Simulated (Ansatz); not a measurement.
# CH₂OSi (SMILES O=C=[SiH2]): what the fields show

Input

```
crystal:
  periodic: [false, false, false]
  atoms:
    - {symbol: C, position_ang: [-1.689482, -1.081225, -0.812889]}
    - {symbol: O, position_ang: [-1.785609, -1.789736, 0.084803]}
    - {symbol: Si, position_ang: [-1.548001, 0.383313, -2.000475]}
    - {symbol: H, position_ang: [-2.647454, -0.217321, -2.848067]}
    - {symbol: H, position_ang: [-0.354768, -0.279757, -2.651998]}
basis:
  gaussian: {orbitals: def2-TZVPD}
hamiltonian: {xc: {name: PBE0}}
output: {forces: true, orbitals: {seedname: orbitals}}
```

Command:

```sh
ansatz run input.yaml --threads 1 --pin off --max-ram 2610MiB --events-out events.jsonl --progress --plain --runs-dir runs
```

Geometry: B3LYP/6-31G*.

Computed with isolated molecule in a Gaussian basis; Kohn-Sham density functional theory, functional PBE0 (Ansatz 0.2.0).

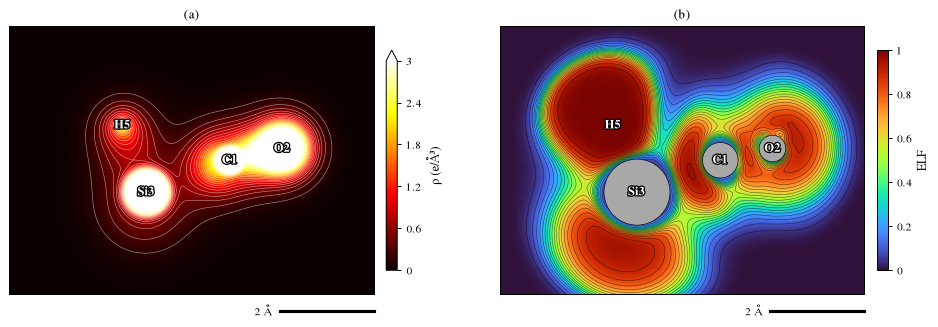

Figure 1. (a) total electron density; (b) electron localisation function on the plane of atoms C1, Si3 and H5. Grey discs cover the atomic cores in the ELF map.

Q: Read the bonding off the picture.

A: Atoms in the plane: C, O, Si and H.
C–O (1.15 Å): ρ is about 4 e/Å³ halfway; the ELF peaks at about 0.85 between the atoms (a short, multiple covalent bond).
C–Si (1.89 Å): the density is about 0.77 e/Å³ at the midpoint; the ELF peaks at about 0.95 between the atoms: localised, covalent bonding.
Si–H (1.51 Å): ρ is about 0.75 e/Å³ halfway; the ELF climbs to about 1 towards the hydrogen, as it does in any bond to H.
The ELF also peaks beside Si3 and O2, away from the bonds: lone-pair regions.

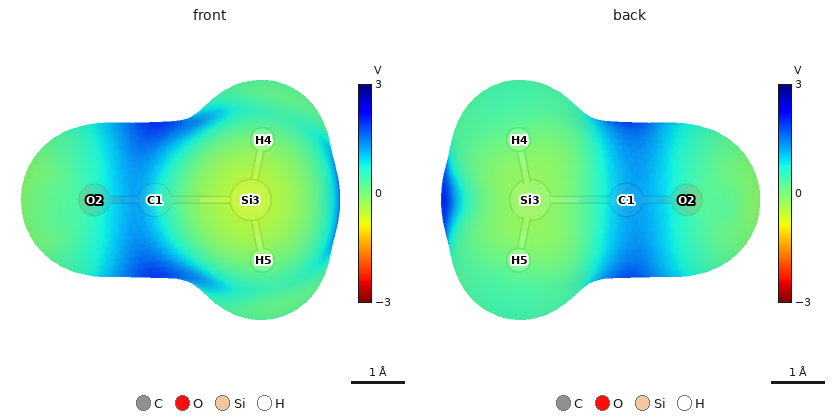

Figure 2. The molecular electrostatic potential painted on the density surface at 0.004 e/bohr³, seen from the front and from behind; red is negative and blue positive.

Q: Where is the surface potential most negative and most positive?

A: The most negative region (about −0.5 V) lies over H5, the most positive (about +2.0 V) over C1 and Si3.

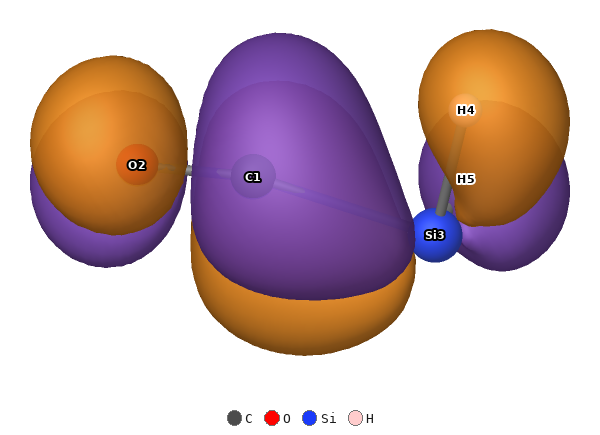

Figure 3. The LUMO at ±0.08 Å⁻³ᐟ² (orange and purple are the two phases), seen from one side.

Q: What is the character of this orbital?

A: It lies mainly on C1 (about 50 %) and O2 (about 25 %); π-antibonding (π*) across C1–O2. Its energy is −2.03 eV.

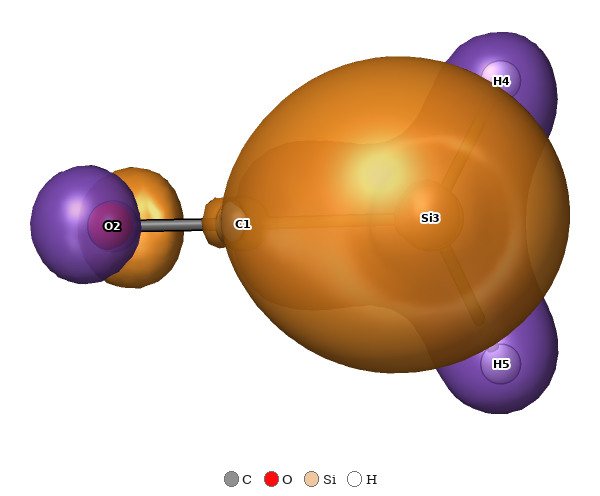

Figure 4. One frontier orbital at ±0.15 Å⁻³ᐟ² (orange and purple are the two phases), seen at a tilt.

Q: Which orbital is it: HOMO or LUMO?

A: The HOMO, at −6.77 eV. It lies mainly on Si3 (about 65 %), C1 (about 15 %) and O2 (about 5 %).
